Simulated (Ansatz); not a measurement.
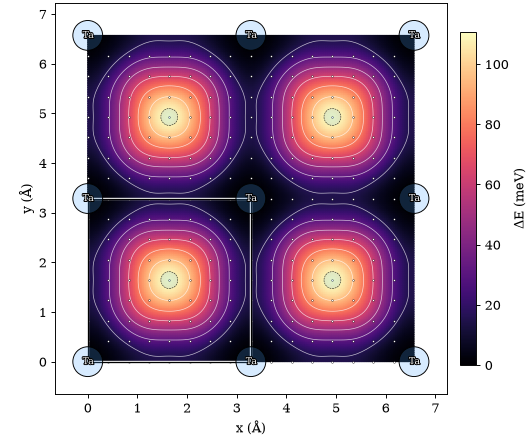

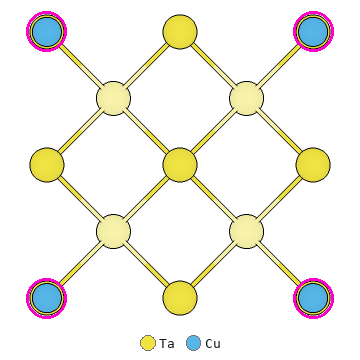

Energy landscape of Cu on a Ta(100) slab cut from the Im-3m phase, its upper half relaxed before the scan (16 atoms of substrate and one adsorbate in a 2 × 2 cell). Cu is moved over the surface cell at a fixed height above a rigid substrate; the origin of the map has the adsorbate above Ta13; the height is held at 2.80 Å. Places are given modulo a cell vector. The map is drawn in real space over the plane of the surface. The scan uses an 8 × 8 grid; 15 points were computed and 49 follow by symmetry. Places are given in fractions of the 1 × 1 surface cell. Energies: meV, counted from the lowest grid point. The runs have no spin polarisation, so an open-shell adsorbate far from the surface lies too high. At a fixed height the lowest place need not be the adsorption site. Level of theory: DFT PBE+D3(BJ), scalar-relativistic, plane waves, PAW in Ansatz. Settings: cutoff 420 eV, k-mesh 4×4×1, gaussian smearing 0.1 eV, no spin polarisation.

Drawn: a smooth colour map with a few white contour lines, dots at the grid points, labelled circles for the atoms of the top layer and small ones for the second layer, the outline of one cell of the 2 × 2 shown. Between grid points the surface is interpolated. The second picture is the structure at the lowest point; rings mark the moved atoms.

Summarise what can be read from the map.

Answer. The lowest grid point is at the top site over a surface Ta atom, (0/8, 0/8) of the cell vectors. The highest grid point, a fourfold hollow over a second-layer Ta atom, (4/8, 4/8) of the cell vectors, lies 111 meV above the lowest. On the interpolated surface the easiest way out of the lowest well to its copy in the next cell or period passes a barrier of about 15 meV. At the lowest point the adsorbate has 1 Ta at 2.80 Å as nearest neighbours, at the highest 4 Ta at 3.64 Å.

The values on the grid:

| second ↓, first → | 0/8 | 1/8 | 2/8 | 3/8 | 4/8 | 5/8 | 6/8 | 7/8 |
| --- | --- | --- | --- | --- | --- | --- | --- | --- |
| 7/8 | 2 | 7 | 19 | 29 | 30 | 29 | 19 | 7 |
| 6/8 | 9 | 19 | 43 | 60 | 64 | 60 | 43 | 19 |
| 5/8 | 14 | 29 | 60 | 86 | 96 | 86 | 60 | 29 |
| 4/8 | 15 | 30 | 64 | 96 | 111 | 96 | 64 | 30 |
| 3/8 | 14 | 29 | 60 | 86 | 96 | 86 | 60 | 29 |
| 2/8 | 9 | 19 | 43 | 60 | 64 | 60 | 43 | 19 |
| 1/8 | 2 | 7 | 19 | 29 | 30 | 29 | 19 | 7 |
| 0/8 | 0 | 2 | 9 | 14 | 15 | 14 | 9 | 2 |

The input of one point:

```yaml
crystal:
  lattice:
    - [6.5699959905, 0.0, 0.0]
    - [0.0, 6.5699959905, 0.0]
    - [0.0, 0.0, 21.909922904]
  atoms:
    - { symbol: Ta, position: [0.25, 0.25, 0.1825656812] }
    - { symbol: Ta, position: [0.25, 0.75, 0.1825656812] }
    - { symbol: Ta, position: [0.75, 0.25, 0.1825656812] }
    - { symbol: Ta, position: [0.75, 0.75, 0.1825656812] }
    - { symbol: Ta, position: [0.0, 0.0, 0.2575316683] }
    - { symbol: Ta, position: [0.0, 0.5, 0.2575316683] }
    - { symbol: Ta, position: [0.5, 0.0, 0.2575316683] }
    - { symbol: Ta, position: [0.5, 0.5, 0.2575316683] }
    - { symbol: Ta, position: [0.25, 0.25, 0.3326484497] }
    - { symbol: Ta, position: [0.25, 0.75, 0.3326484497] }
    - { symbol: Ta, position: [0.75, 0.25, 0.3326484497] }
    - { symbol: Ta, position: [0.75, 0.75, 0.3326484497] }
    - { symbol: Ta, position: [0.0, 0.0, 0.4020973941] }
    - { symbol: Ta, position: [0.0, 0.5, 0.4020973941] }
    - { symbol: Ta, position: [0.5, 0.0, 0.4020973941] }
    - { symbol: Ta, position: [0.5, 0.5, 0.4020973941] }
    - { symbol: Cu, position: [0.0, 0.0, 0.5298933709] }
basis:
  ecutwfc: 420
kpoints:
  mp_grid: { grid: [4, 4, 1] }
hamiltonian:
  xc: pbe
  pseudopotentials: { kind: paw, azcp: { folder: soft_1 } }
  dispersion: d3bj
scf:
  occupations: { method: gaussian, width: 0.1 }
output:
  forces: true
  eigenvalues: true
efield:
  axis: 3
  dipole_correction: true
  ramp_width: 0.04
```

Each point was launched as `ansatz run input.yaml --threads 4 --pin off --max-ram 12288MiB --backend cpu --events-out ev --progress --plain --runs-dir out`. Time for the 15 points that were run: 24 min on 4 threads of Arm Neoverse V1, on a shared host.
